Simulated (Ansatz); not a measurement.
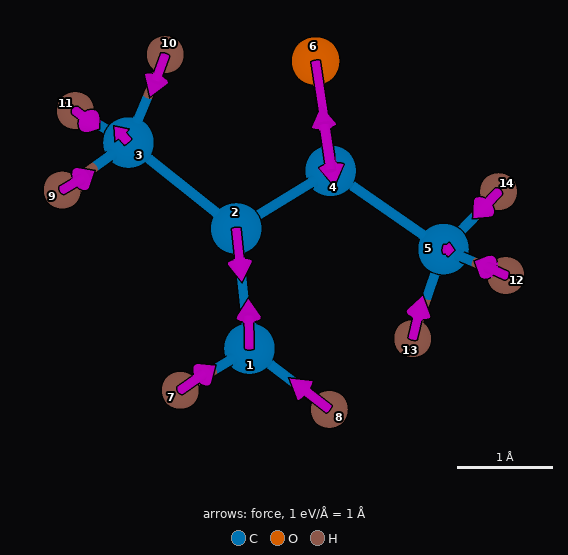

Starting geometry of C₅H₈O with the computed forces as purple arrows. The picture is a ball-and-stick view, seen at a tilt.

The start comes from PBE-D4/def2-SVP.

Method: RKS PBE0-D4/def2-TZVP (Ansatz). Set-up: force threshold 0.005 eV/Å; at most 150 steps.

### What follows when this structure is relaxed?

It isn't relaxed: the largest force vector, on O6, is 1.42 eV/Å. The final displacements follow the starting forces only in part (cosine between the two patterns 0.47). The energy falls by 0.074 eV in 9 accepted moves (12 points after the start). Largest force component: 1.3 eV/Å at the start, 0.0014 eV/Å at the end. The line search rejected the trial steps at points 3, 6, 9 of the run. The forces were under the threshold at step 7, but the run went on from there. The largest move after the best rigid fit is that of H12, 0.060 Å. Largest moves by element: H 0.060 Å, O 0.032 Å, C 0.031 Å. Among the contacts that change: C1–C2 1.353 → 1.333 Å, C1–H7 1.102 → 1.085 Å, C3–H10 1.109 → 1.092 Å, C5–H14 1.104 → 1.088 Å. Cost: 57 s on 4 threads of Arm Neoverse V1 (shared host).
